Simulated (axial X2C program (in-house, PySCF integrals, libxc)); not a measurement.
## Run report: SbSi⁺, relativistic diatomic calculation

System: SbSi⁺, single determinant with Ω = 1. The distance is the PBE0 minimum at charge 1.
Method: expectation values, HF and Kohn-Sham, two-component X2C with atomic mean-field Coulomb and Gaunt terms, Sb dyall-cv3z, Si dyall-v3z (cores contracted) (axial X2C program (in-house, PySCF integrals, libxc)).

Input:
```
{"zs": [51, 14], "q": 1, "bas": ["dyall-cv3z", "dyall-v3z"], "r0": 2.56, "levels": ["PBE0", "HF", "PBE50", "PBE", "BP86"], "nst": 3}
```

The line is the task of a batch: nuclear charges, charge, bases, the levels to run, a first guess of the distance and further settings. This report covers the levels named above. The log is that of the reference distance.

Hardware: 1 thread of Arm Neoverse V1, 24 GiB of memory available, shared host.

Launched within a batch (the task file carries these settings):
```bash
python <driver script> task.json out
```

Output:
```
two-component X2C + atomic mean field  PBE0
basis functions 170  fitting functions 949  grid points 5081
iter        total energy     max residual
   1      -6767.014529431     9.23e-01
   2      -6767.382519717     5.91e-03
   3      -6767.382539056     8.23e-03
   4      -6767.383124693     1.25e-03
   5      -6767.383153975     8.23e-04
   6      -6767.383182027     7.08e-05
   7      -6767.383182269     2.17e-05
   8      -6767.383182342     1.63e-05
   9      -6767.383182403     8.68e-06
  10      -6767.383182429     2.86e-06
  11      -6767.383182431     1.24e-06
  12      -6767.383182431     2.26e-07
converged
one-electron -9578.06892829  Coulomb 2857.18775178  exact exchange -47.34129662  xc functional -144.92592741  nuclear repulsion 149.57740641  atomic mean-field constant -3.81218830
```

Expectation values by level of theory:

```tsv
quantity	PBE0	HF	PBE50	PBE	BP86
effective field for an electron dipole moment (GV/cm)	−1.14	−2.22	−1.42	−0.932	−1.01
field gradient at the first nucleus (a.u.)	−7.00	−4.16	−6.60	−7.23	−7.18
field gradient at the second nucleus (a.u.)	−1.82	−1.96	−1.92	−1.72	−1.72
A∥/gI, first nucleus (MHz)	−695	−903	−737	−630	−614
A∥/gI, second nucleus (MHz)	−51.7	−125	−50.7	−60.3	−54.9
```

Each column comes from one determinant with 2 or more unpaired spinors, which can mix states, in a basis with contracted cores. The levels disagree widely: the effective field runs from −2.22 to −0.932 GV/cm and A∥/gI at the second nucleus runs from −125 to −50.7 MHz. They may not all have settled in the same state, and these values aren't reliable properties of the molecule.

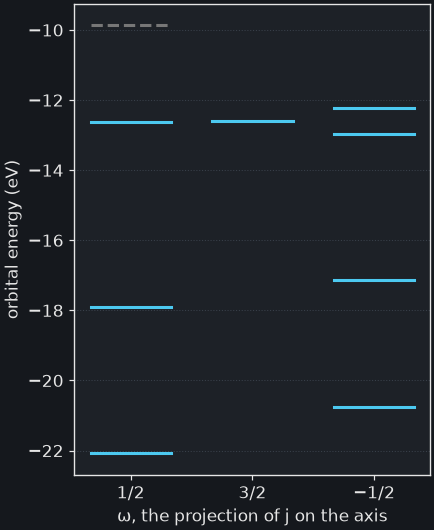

Fig. 1: Orbital energies (PBE0) near the frontier at 2.53 Å, filled (solid) and empty (dashed). The highest filled spinor (−1/2; 46 % Si p, 41 % Sb p) lies at −12.24 eV, the lowest empty one (1/2; 58 % Sb p, 38 % Si p) at −9.86 eV.

Key numbers:

| quantity | value |
| --- | --- |
| outcome | converged; the levels of theory disagree widely |
| wall time | 3 s |
| peak memory | 0.32 GiB |
